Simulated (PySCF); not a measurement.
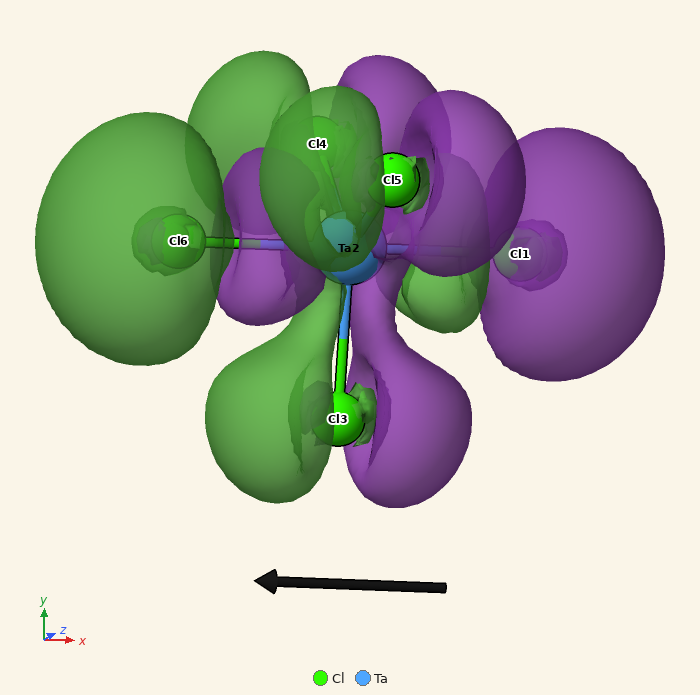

Figure. Cl₅Ta, SMILES `Cl[Ta](Cl)(Cl)(Cl)Cl`. Change of the electron density in a uniform field of 0.21 V/Å along −x (arrow), surfaces at ±0.0008 e/Å³ (purple: gain, green: loss).

Level of theory: B3LYP/def2-SVPD (PySCF), at a geometry from GFN2-xTB. Core potentials replace the inner electrons of Ta; spin–orbit coupling isn't included. This is a single-reference result, which may miss multireference character in this system. No frequency check shows the geometry to be a minimum. GFN2-xTB bond lengths at metals and heavier atoms can be off by up to 0.1 Å and shapes distorted, which carries into these values.

The calculation's input:

```python
import numpy as np
from pyscf import gto, scf, dft
from pyscf.scf import atom_ks, atom_hf
from scipy.linalg import block_diag

def solve(mol, dm0=None, hcore=None):
    mf = (dft.UKS if mol.spin else dft.RKS)(mol, xc='b3lyp')
    mf.grids.level = 3
    mf = mf.density_fit(auxbasis='def2-universal-jkfit')
    mf.conv_tol, mf.max_cycle = 1e-8, 80
    if hcore is not None:
        mf.get_hcore = lambda *args: hcore
    mf.kernel(dm0)
    if not mf.converged:
        mf = mf.newton().run(mf.mo_coeff, mf.mo_occ, max_cycle=30)
    assert mf.converged, 'SCF not converged'
    return mf

mol = gto.M(atom='''
Cl     2.30994     0.00154    -0.00062
Ta    -0.00001     0.00003     0.00006
Cl     0.00199    -2.18204    -0.58214
Cl    -0.00197     1.59522    -1.59852
Cl     0.00001     0.58683     2.18075
Cl    -2.30992    -0.00169     0.00024
''', basis='def2-svpd', ecp={'Ta': 'def2-svpd'}, charge=0, spin=0, verbose=4)
field = np.array([-0.004, -0.0, -0.0])  # atomic units
mol.set_common_orig(mol.atom_charges() @ mol.atom_coords() / mol.atom_charges().sum())
mf = solve(mol)
out = dict(dm0=mf.make_rdm1(), d0=mf.dip_moment(unit='AU'), e0=mf.e_tot)
for name, sign in (('p', 1), ('m', -1)):
    h = mf.get_hcore() + sign * np.einsum('x,xij->ij', field, mol.intor('int1e_r'))
    mi = solve(mol, mf.make_rdm1(), h)
    out.update({'dm' + name: mi.make_rdm1(), 'd' + name: mi.dip_moment(unit='AU'), 'e' + name: mi.e_tot})
# spherically averaged free atoms, for the promolecule
atom_ks.AtomSphAverageRKS.init_guess_by_vsap = lambda self, mol=None: self.init_guess_by_minao(mol)  # core potentials
atm = atom_ks.get_atm_nrks(mol, xc='b3lyp')
pro = block_diag(*[(atm[a[0]][2] * atm[a[0]][3]) @ atm[a[0]][2].T for a in mol._atom])
np.savez('result.npz', pro=pro, **out)
```

Command:

```sh
OMP_NUM_THREADS=1 python input.py
```

The run took 32 s on 1 thread of Intel(R) Xeon(R) 6975P-C (Granite Rapids), on a shared host, peak memory 0.9 GiB.

Partitions, critical points and surface values were worked out afterwards from this run's density.

How large is the response?

The induced dipole is 1.33 D (along the field); α along this axis, from the fields in both directions, is 130 bohr³ (19.3 Å³).

Which atoms gain and lose the most charge?

Electrons gather most on Cl1 (Hirshfeld charge changes by −0.034 e) and leave Cl6 most (+0.034 e); 0.083 electrons are displaced in all.
